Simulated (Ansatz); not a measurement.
The figure comes from a scan of Cu (fcc, Cu type): one Cu atom of a 4-atom cell moves by s towards the nearest neighbour, with its periodic images. These are PBEsol (plane waves to 420 eV, PAW, scalar-relativistic; Ansatz, a program for electronic structure) values and carry that method's errors. k mesh 11×11×11 (Γ-centred), Fermi-Dirac smearing 0.05 eV. E stands for the smeared free energy. Left out: 4 of 11 points, with atoms too close for the PAW data. With partly filled bands, energies and forces of such displacements shift with the k mesh and the smearing. Cu is run without spin polarisation. Cu was relaxed with its symmetry unable to fall. The PAW data are Ansatz's earlier set. ΔE is measured from the undisplaced structure.

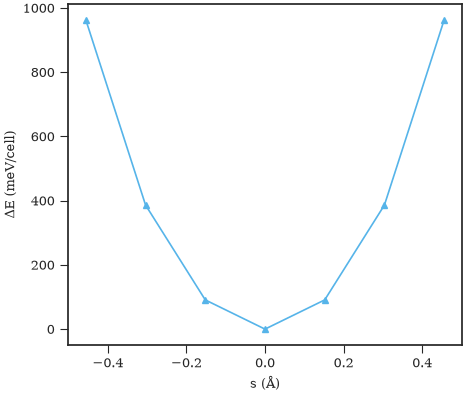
Fig. 1. ΔE (meV/cell) against s (Å); markers are the computed points, lines only join them.

### Question
Read the plotted values off the figure, to the accuracy that the plot allows.

### Answer
To the nearest 20:

```json
[
 {"s (Å)": "-0.456", "ΔE (meV/cell)": "960"},
 {"s (Å)": "-0.304", "ΔE (meV/cell)": "380"},
 {"s (Å)": "-0.152", "ΔE (meV/cell)": "100"},
 {"s (Å)": "0.000", "ΔE (meV/cell)": "0"},
 {"s (Å)": "0.152", "ΔE (meV/cell)": "100"},
 {"s (Å)": "0.304", "ΔE (meV/cell)": "380"},
 {"s (Å)": "0.456", "ΔE (meV/cell)": "960"}
]
```

(A displaced cell: forces are minus the slopes of the energy, force constants its curvatures, and phonons follow from these.)
